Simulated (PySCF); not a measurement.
# BCl2H (BHCl2): the cost of one run

The runs use PySCF 2.14.0, with density-fitted response routines of our own; the level of theory stands in each step. All values are computed, except where a source is named. Atoms are numbered from 0 throughout.

## Step 1: The starting structure

4 atoms, charge 0, multiplicity 1; geometry from: GFN2-xTB. The atoms were then displaced at random by about 0.03 Å, so the start is not that level's minimum.

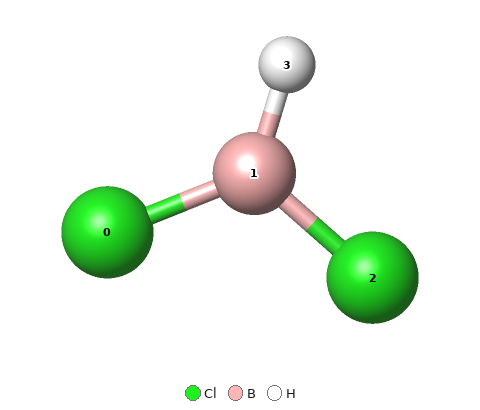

As it starts; chlorine green, boron pink, hydrogen white, atoms numbered.

## Step 2: Optimising the geometry at PBE0-D3(BJ)/def2-SVP

The job: settings as JSON, then the geometry in Å.

```
{"job": {"xc": "PBE0", "basis": "def2-SVP", "d3": "d3bj", "grid": 1, "shake": 0.03, "kind": "geom"}, "charge": 0, "multiplicity": 1}
Cl    -1.403300    -0.803680     0.005820
B     -0.013040     0.118770    -0.021540
Cl     1.426450    -0.708310    -0.024390
H      0.093650     1.312330    -0.036060
```

Launch:

```
> OMP_NUM_THREADS=1 python probes_run.py task.json out
```

This one command runs all jobs of the session in turn.

Q: Estimate the wall time and peak memory of this first job on 1 thread of Arm Neoverse V1, shared host.

About 6.9 s, with a peak of 0.26 GiB.
